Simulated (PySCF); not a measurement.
The calculation's input:

```
{"job": {"kind": "nmr", "xc": "PBE0", "basis": "pcSseg-1"}, "charge": 0, "multiplicity": 1}
B      3.427649    -0.644176     0.920363
C      2.095036     0.078503     1.296078
C      1.349424     0.370336     0.214495
C      0.029027     1.068752     0.241492
C     -1.025711     0.312117    -0.558448
C     -1.462314    -1.022024     0.074625
C     -2.839252    -0.417927     0.392210
C     -2.461009     0.847598    -0.392422
Si     2.277700    -0.263626    -1.314822
O      3.543203    -0.826536    -0.417150
H      4.278116    -1.018122     1.633014
H      1.764820     0.343623     2.294028
H     -0.310745     1.191990     1.273666
H      0.148554     2.065619    -0.196231
H     -0.691444     0.228765    -1.595057
H     -0.876012    -1.328702     0.938621
H     -1.499848    -1.847905    -0.632379
H     -2.999050    -0.238350     1.453183
H     -3.691561    -0.969054     0.000562
H     -2.996918     0.952820    -1.333394
H     -2.541602     1.781518     0.161083
H      1.683009    -1.418866    -1.977283
H      2.794174     0.780631    -2.193218
```

Launched as:

```sh
OMP_NUM_THREADS=1 python probes_run.py task.json out
```

Geometry: GFN2-xTB.

These are results of PBE0/pcSseg-1, SCF density, gas phase, non-relativistic (PySCF), not measurements.

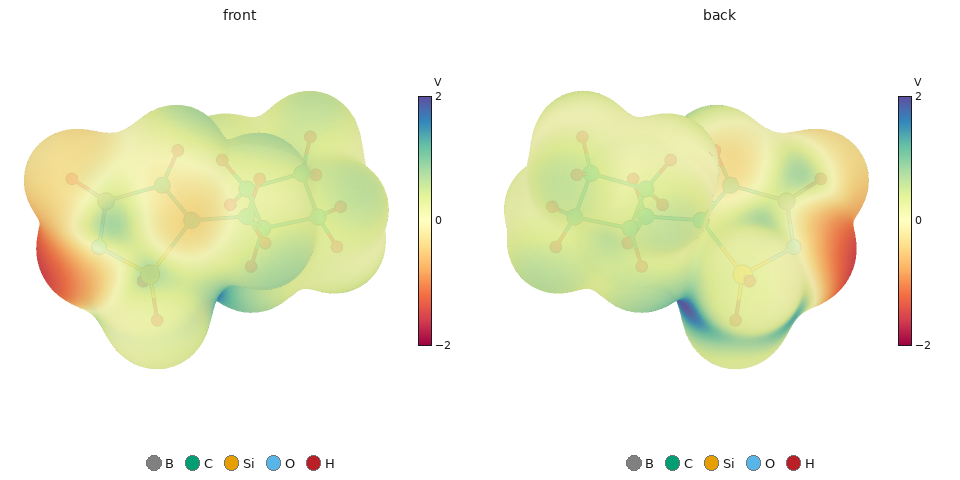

C7H13BOSi (SMILES B1C=C(CC2CCC2)[SiH2]O1). The molecular electrostatic potential painted on the density surface at 0.002 e/bohr³, seen from the front and from behind; the colour scale runs from red (negative) to blue (positive).

**Describe the electrostatic potential map.**

The most negative region (about −1.5 V) lies over O10, the most positive (about +1.7 V) over Si9. O10 is the likeliest acceptor of a hydrogen bond.

**What dipole moment does the calculation give?**

Its dipole moment is 2.58 D.
